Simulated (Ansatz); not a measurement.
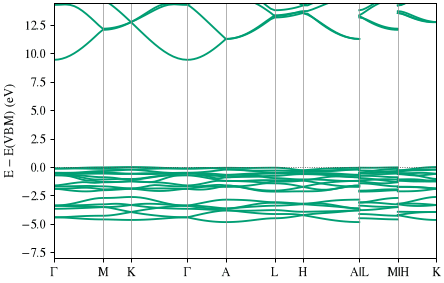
Figure. Band structure from r²SCAN (plane waves, PAW; program Ansatz)

**Question.** Read off the gap and where the band edges lie.

**Answer.** About 9.4 eV (9.43 eV by a search for the band edges); maximum at K, minimum at Γ.

The material is BeF2 in space group P3_121 (No. 152; Be on 3a, F on 6c).

The workflow started from an entry of the Crystallography Open Database (COD), which files this formula under 4 space groups. Whether it is the stable phase at ambient conditions was not checked. Symmetry was held in the r²SCAN relaxation; its stability against distortions is not shown here.

Potentials: the later of the program's two PAW sets.
